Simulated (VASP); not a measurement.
Band structure of MgSr3O4 (ordered alloy cell). All values below come from PBEsol GGA, VASP's PBE PAW potentials (set 64) (plane waves; VASP).

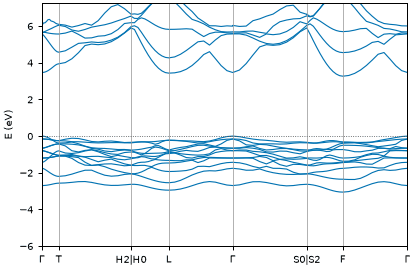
Fig. 1. Bands along high-symmetry lines, zero at the valence-band maximum or, without a gap, the Fermi level

**Question.** Read the plot: is there a gap, and where are the band edges?

**Answer.** The gap is indirect, 3.27 eV, from the valence maximum at Γ to the conduction minimum at F. (Edges off the drawn lines would not show.)

The structure was generated: MgSr3O4 was put into an ordered model structure (R-3m), which need not be its known phase. It was relaxed first.
